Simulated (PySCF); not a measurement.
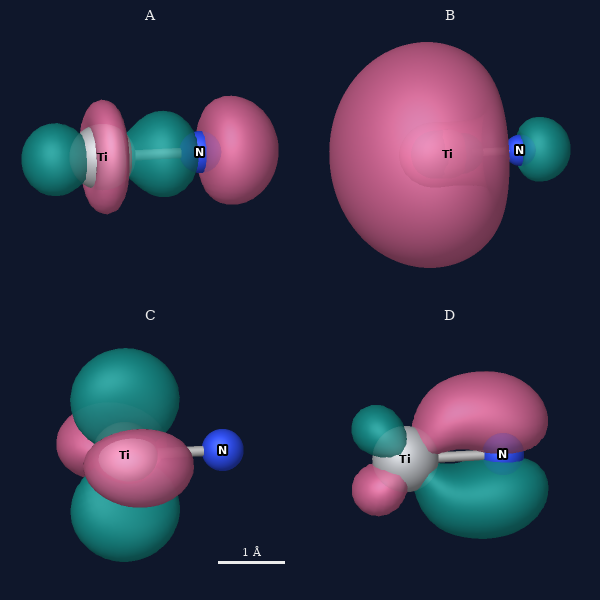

*TiN (doublet). Four frontier α-spin orbitals, each drawn at the value that holds 80 % of its norm (teal and pink are the two phases), in no order; of a degenerate pair one member is drawn.*

Computed with PBE0/def2-TZVP, non-relativistic Hamiltonian with scalar-relativistic core potentials where named, at a bond length of 1.544 Å in PySCF 2.14.0.

Label each orbital by symmetry, say whether it is occupied, and order them by energy.

Orbital D: π, occupied in this spin, −7.86 eV; bonding, with no node between the atoms.
Orbital A: σ, occupied in this spin, −7.39 eV; shared between the atoms (Ti 45 %, N 55 %).
Orbital B: σ, occupied in this spin, −4.92 eV; mainly on Ti (95 %).
Orbital C: δ, empty in this spin, −2.41 eV; almost wholly on Ti.
